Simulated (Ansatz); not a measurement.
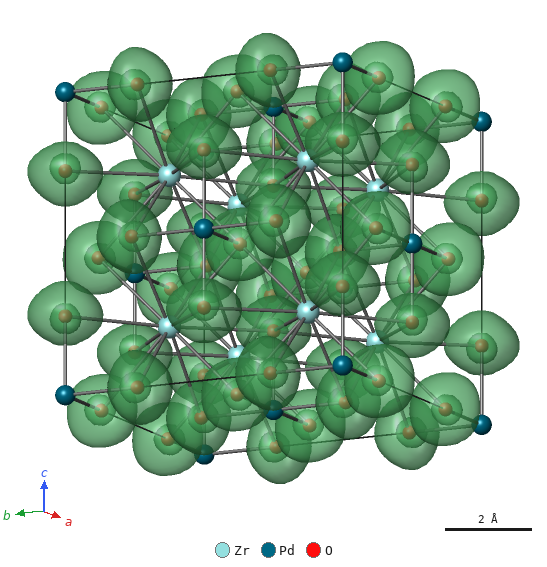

Figure 1: Zr₂PdO₆. Isosurface of the ELF at 0.7 (green), seen at an oblique angle. Core shells and regions of very low density are left out. Sticks mark near contacts.

Space group Fm-3m; a structure generated by program, which may or may not match a known phase.

Method: DFT PBE, scalar-relativistic, plane waves, PAW in Ansatz 0.2.0.

Core electrons are frozen (PAW), and the valence fields are smoothed inside the atomic spheres.

Identify the bonds, lone pairs and shells in this picture.

Answer. The surface consists of 24 regions wrapped around O (the valence shell of each), counted in one cell of 36 atoms. Any copies at cell faces, edges or corners count once. Along the contacts the grid gives the following. Pd–O (1.89 Å): the ELF peaks at about 0.80 in the valence shell of O, 0.6 Å from its nucleus, and is about 0.25 at the midpoint: no localised pair shows between them. Zr–O (2.57 Å): the ELF is about 0.10 at the midpoint (no localised pair shows between them).

How much charge does the calculation move between the atoms?

Answer. Electrons move from Zr and Pd towards O. Bader charges: Zr +2.46, Pd +1.35 and O −1.04 e.
